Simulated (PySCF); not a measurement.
```yaml
atoms:
  - { symbol: La, position_ang: [0.0000, 0.0000, -0.3891] }
  - { symbol: F, position_ang: [1.6562, 0.0000, 0.7994] }
  - { symbol: F, position_ang: [-1.6562, 0.0000, 0.7994] }
```

Core potentials replace the inner electrons of La.

Level of theory: PySCF 2.14.0, RKS PBE0, La lcecp-1-SVP with ECP46, F def2-SVP; non-relativistic Hamiltonian with scalar-relativistic core potentials where named; density fitting.

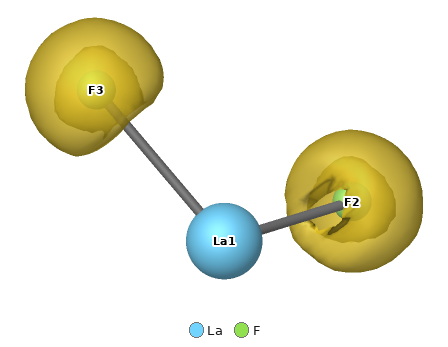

F2La (charge +1). Isosurface of the electron localisation function at 0.8 (yellow), seen at an oblique angle. Core shells and regions of very low density are left out.

Question: Describe the localisation domains.

Answer: The ELF exceeds this value in two regions wrapped around F (the valence shell of each). Along the contacts the grid gives the following. La–F (2.04 Å): the ELF is about 0.35 at the midpoint: a closed-shell, largely ionic contact.
